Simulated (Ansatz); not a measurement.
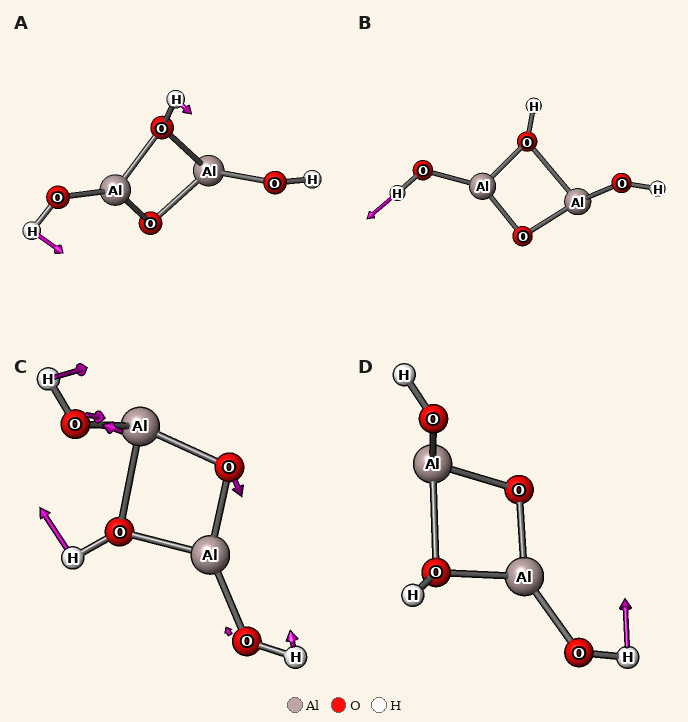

4 normal modes of one molecule or complex, as arrows. The species is neutral and a spin doublet. Harmonic vibrations computed with UKS PBE0-D4/def2-TZVP (Ansatz 0.2.0) at a stationary point of the same level.

**Match the panels to the wavenumbers 286 cm⁻¹, 579 cm⁻¹, 826 cm⁻¹, 3975 cm⁻¹.**

A: 286 cm⁻¹, a torsion or out-of-plane motion in which bond lengths and bond angles hardly change
B: 3975 cm⁻¹, O–H stretching
C: 826 cm⁻¹
D: 579 cm⁻¹, Al–O–H bending
